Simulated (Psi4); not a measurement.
## Excited-state calculation, with input and output: C2H2O

- system: C2H2O, SMILES C#CO
- method: TDA (PBE)/def2-QZVP, RKS (Psi4 1.11)

The geometry comes from this level: PBE0-D4/def2-TZVP.

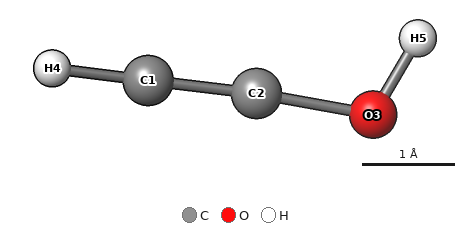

*The structure (ball-and-stick view, seen on its broad side; atoms are numbered from 1 in the order of the input).*

**The input (c2h2o.inp)**
```python
memory 1.6 GB

molecule geom {
  0 1
  C     -1.94256287     0.07303791    -0.80137616
  C      0.01855711    -0.10015548     0.31533860
  O      2.07448465    -0.33281857     1.64389165
  H     -3.67625431     0.23030092    -1.80136253
  H      3.52577541     0.12965411     0.64354623
  units au
  symmetry c1
}

set {
  basis def2-QZVP
  puream true
  scf_type df
  dft_radial_points 99
  dft_spherical_points 590
  save_jk true
}

from psi4.driver.procrouting.response.scf_response import tdscf_excitations
e, wfn = energy('pbe', return_wfn=True)
states = tdscf_excitations(wfn, states=4, tda=True)
```

Run as:
```bash
psi4 c2h2o.inp c2h2o.out -n 1
```

**Log**
```
Psi4 1.11 release

   => Loading Basis Set <=

    Name: DEF2-QZVP
    Role: ORBITAL
    Keyword: BASIS

         ---------------------------------------------------------
                                   SCF
                              RKS Reference
                        1 Threads,   1525 MiB Core
         ---------------------------------------------------------

  ==> Geometry <==

    Molecular point group: c1
    Full point group: C1

    Geometry (in Bohr), charge = 0, multiplicity = 1:

       Center              X                  Y                   Z               Mass
    ------------   -----------------  -----------------  -----------------  -----------------
         C           -2.179205233865     0.198864444373    -1.260655385615    12.000000000000
         C           -0.218085253865     0.025671054373    -0.143940625615    12.000000000000
         O            1.837842286135    -0.206992035627     1.184612424385    15.994914619570
         H           -3.912896673865     0.356127454373    -2.260641755615     1.007825032230
         H            3.289133046135     0.255480644373     0.184267004385     1.007825032230

  Running in c1 symmetry.

  Rotational constants: A =     22.59362  B =      0.32795  C =      0.32326 [cm^-1]
  Rotational constants: A = 677339.83676  B =   9831.66796  C =   9691.00192 [MHz]
  Nuclear repulsion =   58.459965977155228

  Charge       = 0
  Multiplicity = 1
  Electrons    = 22
  Nalpha       = 11
  Nbeta        = 11

  ==> Algorithm <==

  SCF Algorithm Type is DF.
  DIIS enabled.
  MOM disabled.
  Fractional occupation disabled.
  Guess Type is SAD.
  Energy threshold   = 1.00e-06
  Density threshold  = 1.00e-06
  Integral threshold = 1.00e-12

  ==> Primary Basis <==

  Basis Set: DEF2-QZVP
    Blend: DEF2-QZVP
    Number of shells: 71
    Number of basis functions: 231
    Number of Cartesian functions: 286
    Spherical Harmonics?: true
    Max angular momentum: 4

  ==> DFT Potential <==

   => LibXC <=

    Version 7.1.2

   => Composite Functional: PBE <=

    PBE GGA Exchange-Correlation Functional

    Deriv               =              1
    GGA                 =           TRUE
    Meta                =          FALSE

    Exchange Hybrid     =          FALSE
    MP2 Hybrid          =          FALSE

   => Exchange Functionals <=

    1.0000     XC_GGA_X_PBE

   => Correlation Functionals <=

    1.0000     XC_GGA_C_PBE

   => LibXC Density Thresholds  <==

    XC_GGA_C_PBE:  1.00E-12
    XC_GGA_X_PBE:  1.00E-15

   => Molecular Quadrature <=

    Radial Scheme          =       TREUTLER
    Pruning Scheme         =           NONE
    Nuclear Scheme         =       TREUTLER

    Blocking Scheme        =         OCTREE
    BS radius alpha        =              1
    Pruning alpha          =              1
    Radial Points          =             99
    Spherical Points       =            590
    Total Points           =         281647
    Total Blocks           =           2117
    Max Points             =            256
    Max Functions          =            227
    Weights Tolerance      =       1.00E-15

   => Loading Basis Set <=

    Name: (DEF2-QZVP AUX)
    Role: JKFIT
    Keyword: DF_BASIS_SCF

  ==> Integral Setup <==

  DFHelper Memory: AOs need 0.112 GiB; user supplied 0.112 GiB.
  SCF_SUBTYPE=INCORE selected. In-core MEM_DF algorithm will be used.
  Using in-core AOs.

  ==> MemDFJK: Density-Fitted J/K Matrices <==

    J tasked:                   Yes
    K tasked:                    No
    wK tasked:                   No
    Memory [MiB]:               115
    Algorithm:                 Core
    Schwarz Cutoff:           1E-12
    Mask sparsity (%):       3.7218
    Fitting Condition:        1E-10

   => Auxiliary Basis Set <=

  Basis Set: (DEF2-QZVP AUX)
    Blend: DEF2-UNIVERSAL-JKFIT
    Number of shells: 87
    Number of basis functions: 263
    Number of Cartesian functions: 311
    Spherical Harmonics?: true
    Max angular momentum: 4

  Cached 50.0% of DFT collocation blocks in 0.715 [GiB].

  Minimum eigenvalue in the overlap matrix is 3.1871405873E-05.
  Reciprocal condition number of the overlap matrix is 4.3601935336E-06.
    Using symmetric orthogonalization.

  ==> Pre-Iterations <==

  SCF Guess: Superposition of Atomic Densities via on-the-fly atomic UHF (no occupation information).

   -------------------------
    Irrep   Nso     Nmo
   -------------------------
     A        231     231
   -------------------------
    Total     231     231
   -------------------------

  ==> Iterations <==

                           Total Energy        Delta E     RMS |[F,P]|

   @DF-RKS iter SAD:  -151.95452141993010   -1.51955e+02   0.00000e+00
   @DF-RKS iter   1:  -152.07332375420347   -1.18802e-01   3.86890e-03 DIIS/ADIIS
   @DF-RKS iter   2:  -151.66203401995801    4.11290e-01   5.09283e-03 DIIS/ADIIS
   @DF-RKS iter   3:  -152.42105139485147   -7.59017e-01   7.83888e-04 DIIS/ADIIS
   @DF-RKS iter   4:  -152.40441001552986    1.66414e-02   1.15900e-03 DIIS/ADIIS
   @DF-RKS iter   5:  -152.43920462791462   -3.47946e-02   8.85813e-05 DIIS
   @DF-RKS iter   6:  -152.43933313774502   -1.28510e-04   3.67895e-05 DIIS
   @DF-RKS iter   7:  -152.43935754962149   -2.44119e-05   1.48223e-05 DIIS
   @DF-RKS iter   8:  -152.43936173046168   -4.18084e-06   1.13763e-06 DIIS
   @DF-RKS iter   9:  -152.43936176274175   -3.22801e-08   2.59121e-07 DIIS
  Energy and wave function converged.

  ==> Post-Iterations <==

   Electrons on quadrature grid:
      Ntotal   =   22.0000000461 ; deviation = 4.614e-08

    Orbital Energies [Eh]
    ---------------------

    Doubly Occupied:

       1A    -18.831010     2A     -9.938166     3A     -9.873308
       4A     -1.025047     5A     -0.677204     6A     -0.577718
       7A     -0.463320     8A     -0.421385     9A     -0.382001
      10A     -0.242978    11A     -0.221243

    Virtual:

      12A     -0.030838    13A      0.017234    14A      0.036473
      15A      0.044420    16A      0.086136    17A      0.111475
      18A      0.118005    19A      0.137555    20A      0.175883
      21A      0.183329    22A      0.186744    23A      0.241699
      24A      0.257517    25A      0.309891    26A      0.326965
      27A      0.347902    28A      0.359893    29A      0.367246
      30A      0.437792    31A      0.448357    32A      0.494714
      33A      0.514847    34A      0.560739    35A      0.572075
      36A      0.639534    37A      0.682908    38A      0.692838
      39A      0.703904    40A      0.706091    41A      0.758887
      42A      0.795599    43A      0.821416    44A      0.849486
      45A      0.878687    46A      0.882214    47A      0.905459
      48A      0.952249    49A      0.967079    50A      1.049709
      51A      1.197743    52A      1.209757    53A      1.223223
      54A      1.225512    55A      1.256572    56A      1.269528
      57A      1.286028    58A      1.377146    59A      1.496308
      60A      1.501316    61A      1.505681    62A      1.578045
      63A      1.626225    64A      1.654521    65A      1.683682
      66A      1.711723    67A      1.751716    68A      1.763750
      69A      1.795629    70A      1.808966    71A      1.837511
      72A      1.883985    73A      1.902613    74A      1.905408
      75A      1.939881    76A      1.943577    77A      2.000679
      78A      2.057934    79A      2.067783    80A      2.095643
      81A      2.143463    82A      2.184151    83A      2.192930
      84A      2.321482    85A      2.351967    86A      2.361713
      87A      2.377893    88A      2.428002    89A      2.445182
      90A      2.478994    91A      2.532300    92A      2.571956
      93A      2.583713    94A      2.686901    95A      2.747540
      96A      2.768251    97A      2.811317    98A      2.877314
      99A      2.941254   100A      2.969150   101A      3.085071
     102A      3.156384   103A      3.215330   104A      3.337078
     105A      3.527103   106A      3.573615   107A      3.626136
     108A      3.700054   109A      3.800106   110A      3.802224
     111A      3.963602   112A      3.997087   113A      4.046200
     114A      4.056616   115A      4.222726   116A      4.248062
     117A      4.299616   118A      4.325863   119A      4.400784
     120A      4.445560   121A      4.468844   122A      4.490730
     123A      4.558448   124A      4.559680   125A      4.652299
     126A      4.660269   127A      4.833395   128A      4.901868
     129A      4.941020   130A      4.945362   131A      5.055639
     132A      5.083497   133A      5.102881   134A      5.146687
     135A      5.170786   136A      5.261668   137A      5.324376
     138A      5.417358   139A      5.461185   140A      5.483730
     141A      5.505748   142A      5.625191   143A      5.701221
     144A      5.717948   145A      5.748536   146A      5.750437
     147A      5.834221   148A      5.874450   149A      5.882545
     150A      5.901262   151A      5.934307   152A      5.947634
     153A      5.949208   154A      5.971721   155A      6.094241
     156A      6.163535   157A      6.207514   158A      6.233234
     159A      6.250176   160A      6.326756   161A      6.490396
     162A      6.590819   163A      6.665339   164A      6.720154
     165A      6.828540   166A      6.847606   167A      6.873311
     168A      7.040570   169A      7.101367   170A      7.139166
     171A      7.210727   172A      7.216948   173A      7.318350
     174A      7.374084   175A      7.503627   176A      7.514491
     177A      7.623336   178A      7.683392   179A      7.709884
     180A      7.758479   181A      7.813295   182A      7.856608
     183A      7.894510   184A      7.951254   185A      8.095539
     186A      8.227457   187A      8.361000   188A      8.395069
     189A      8.431557   190A      8.447335   191A      8.500349
     192A      8.570210   193A      8.673064   194A      8.773625
     195A      9.358563   196A      9.382908   197A      9.393244
     198A      9.725111   199A      9.864527   200A     10.026406
     201A     10.116397   202A     10.297870   203A     10.513489
     204A     10.563128   205A     10.712747   206A     10.827806
     207A     11.002323   208A     11.034989   209A     11.045048
     210A     11.166315   211A     11.227804   212A     11.332870
     213A     11.544991   214A     11.836553   215A     11.895634
     216A     11.996641   217A     12.224539   218A     12.569001
     219A     12.792934   220A     13.035590   221A     13.328890
     222A     13.684139   223A     14.249339   224A     14.316465
     225A     16.399225   226A     28.862543   227A     30.016223
     228A     48.053859   229A    147.459532   230A    149.073126
     231A    252.680398

    Final Occupation by Irrep:
              A
    DOCC [    11 ]
    NA   [    11 ]
    NB   [    11 ]

  @DF-RKS Final Energy:  -152.43936176274175

   => Energetics <=

    Nuclear Repulsion Energy =             58.4599659771552282
    One-Electron Energy =                -322.2329153516578799
    Two-Electron Energy =                 131.2772570020005674
    DFT Exchange-Correlation Energy =     -19.9436693902396591
    Empirical Dispersion Energy =           0.0000000000000000
    VV10 Nonlocal Energy =                  0.0000000000000000
    Total Energy =                       -152.4393617627417541

Computation Completed

Properties will be evaluated at   0.000000,   0.000000,   0.000000 [a0]

Properties computed using the SCF density matrix

 Multipole Moments:

 ------------------------------------------------------------------------------------
     Multipole            Electronic (a.u.)      Nuclear  (a.u.)        Total (a.u.)
 ------------------------------------------------------------------------------------

 L = 1.  Multiply by 2.5417464519 to convert [e a0] to [Debye]
 Dipole X            :          0.8870275           -0.3047683            0.5822592
 Dipole Y            :         -0.1482074            0.3028848            0.1546774
 Dipole Z            :          0.7211747           -1.0270514           -0.3058767
 Magnitude           :                                                    0.6756563

 ------------------------------------------------------------------------------------

	total time  =         55 seconds =       0.92 minutes

******************************************************************************************
**********                               WARNING                                **********
**********       The names of excited state variables changed between 1.5       **********
**********     and 1.6. For a quick solution, remove the symmetry specifier     **********
**********   from the variable name. For full details, see 'Notes on Psivars'   **********
**********                        in the documentation.                         **********
******************************************************************************************

         ---------------------------------------------------------
                         TDSCF excitation energies
         ---------------------------------------------------------

  ==> Options <==

     Residual threshold  : 1.0000e-04
     Initial guess       : denominators
     Reference           : RHF
     Solver type         : TDA (Davidson)

  ==> Requested Excitations <==

      4 singlet states with A symmetry

  ==> Seeking the lowest 4 singlet states with A symmetry

                         Generalized Davidson Solver

  ==> Options <==

    Max number of iterations        = 60
    Eigenvector tolerance           = 1.0000e-04
    Max number of expansion vectors = 800

  => Iterations <=
                           Max[D[value]]     Max[|R|]   # vectors
  DavidsonSolver iter   1:   2.67096e-01  5.12742e-02     16
  DavidsonSolver iter   2:   1.53701e-03  1.45999e-02     20
  DavidsonSolver iter   3:   1.21861e-04  1.88685e-03     24
  DavidsonSolver iter   4:   3.08940e-06  3.28955e-04     28
  DavidsonSolver iter   5:   5.42971e-08  3.04452e-05     30      Converged

******************************************************************************************
**********                               WARNING                                **********
**********  Length-gauge rotatory strengths are **NOT** gauge-origin invariant  **********
******************************************************************************************

                                    Excitation Energy         Total Energy        Oscillator Strength             Rotatory Strength
     #   Sym: GS->ES (Trans)        au              eV              au          au (length)    au (velocity)    au (length)    au (velocity)
    ---- -------------------- --------------- --------------- --------------- --------------- --------------- --------------- ---------------
     1        A->A (1 A)       0.19319         5.25693        -152.24617       0.0018          0.0007         -0.0000          0.0000
     2        A->A (1 A)       0.21541         5.86157        -152.22395       0.0097          0.0028         -0.0000         -0.0000
     3        A->A (1 A)       0.24116         6.56230        -152.19820       0.0015          0.0008          0.0000         -0.0000
     4        A->A (1 A)       0.26543         7.22284        -152.17393       0.0028          0.0008          0.0000          0.0000

Contributing excitations
Only contributions with abs(coeff) > 1.00e-01 will be printed:

Excited State    1 (1 A):   0.19319 au   235.85 nm f = 0.0018
  Sums of squares: Xssq =  1.000000e+00
     11a  ->  12a    -0.998904 (99.781%)

Excited State    2 (1 A):   0.21541 au   211.52 nm f = 0.0097
  Sums of squares: Xssq =  1.000000e+00
     10a  ->  12a    -0.994972 (98.997%)

Excited State    3 (1 A):   0.24116 au   188.93 nm f = 0.0015
  Sums of squares: Xssq =  1.000000e+00
     11a  ->  13a    -0.997368 (99.474%)

Excited State    4 (1 A):   0.26543 au   171.66 nm f = 0.0028
  Sums of squares: Xssq =  1.000000e+00
     10a  ->  13a     0.702757 (49.387%)
     11a  ->  14a    -0.708948 (50.261%)

******************************************************************************************
**********                               WARNING                                **********
**********       The names of excited state variables changed between 1.5       **********
**********     and 1.6. For a quick solution, remove the symmetry specifier     **********
**********   from the variable name. For full details, see 'Notes on Psivars'   **********
**********                        in the documentation.                         **********
******************************************************************************************

    Psi4 run time: 0:02:14.13
```

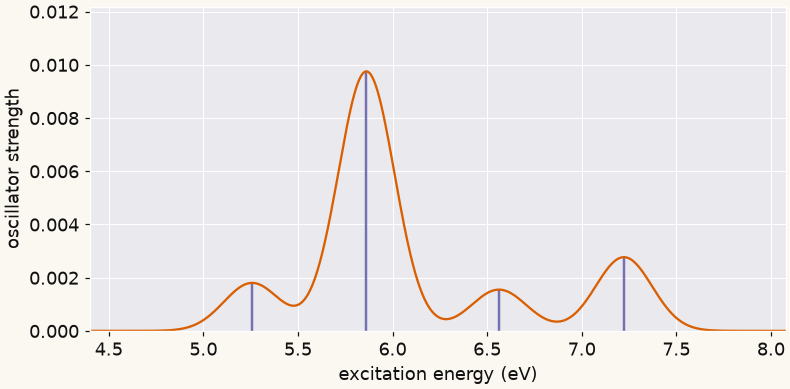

*Computed excitations as sticks (degenerate states added up, dark ones marked on the axis), with a Gaussian envelope of 0.35 eV full width at half maximum, scaled to the tallest.*

Of the 4 states the lowest lies at 5.26 eV (f = 0.002); the strongest line is at 5.86 eV, or 212 nm (f = 0.010).

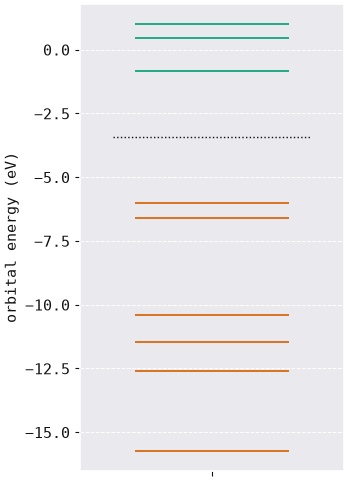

*Orbital energies near the frontier; the dotted line parts filled from empty levels, and levels within 0.02 eV of each other stand side by side.*

Highest filled −6.02 eV, lowest empty −0.84 eV, 5.18 eV apart.

**Summary**

```csv
quantity,value
outcome,converged
total energy,−152.439362 hartree
basis functions,231
HOMO,−6.02 eV
LUMO,−0.84 eV
dipole moment,1.72 D
lowest excitation,5.26 eV
hardware,"1 thread of Intel Xeon @ 2.70GHz, 189 GiB of memory available, shared host"
wall time,2.3 min
peak memory,1.1 GiB
```
